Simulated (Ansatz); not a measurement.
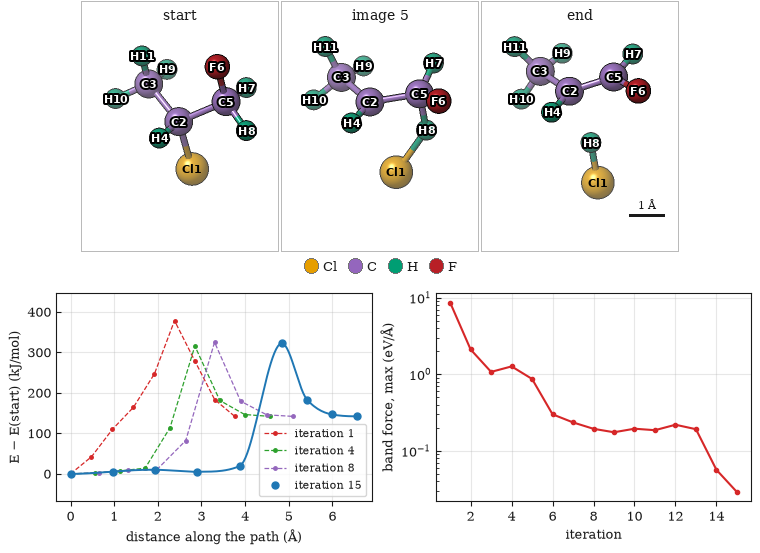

A search for the minimum-energy path of C$_{3}$H$_{6}$ClF by the nudged elastic band. Images are numbered from 0 (start) to 8 (end). The plot follows the band through its iterations. A ball-and-stick model, seen at a tilt.

All numbers below come from Ansatz, UKS B3LYP/STO-3G. Settings: 7 movable images; climbing image; force threshold 0.03 eV/Å; iteration limit 60; starting path through a guess of the saddle point.

Q: How did the profile develop, and is the result final?

A: The run is converged, with reservations. The band converged in 15 iterations. The largest component of the band force went from 8.6 to 0.029 eV/Å. The climbing image converged on the top of the path. Its vibrational analysis gives one imaginary mode (1855i cm⁻¹), as a transition state must have. The first iteration put the highest image at 378.5 kJ/mol. The energy climbs by 322.7 kJ/mol to image 5 and then falls by 180.6 kJ/mol, so the end point sits at +142.1 kJ/mol.

Limits of the set-up: STO-3G is a minimal basis, so the numbers are rough.

The run took 4.9 min on 1 thread of Arm Neoverse V2, with other jobs on the host, peak memory 0.15 GiB.
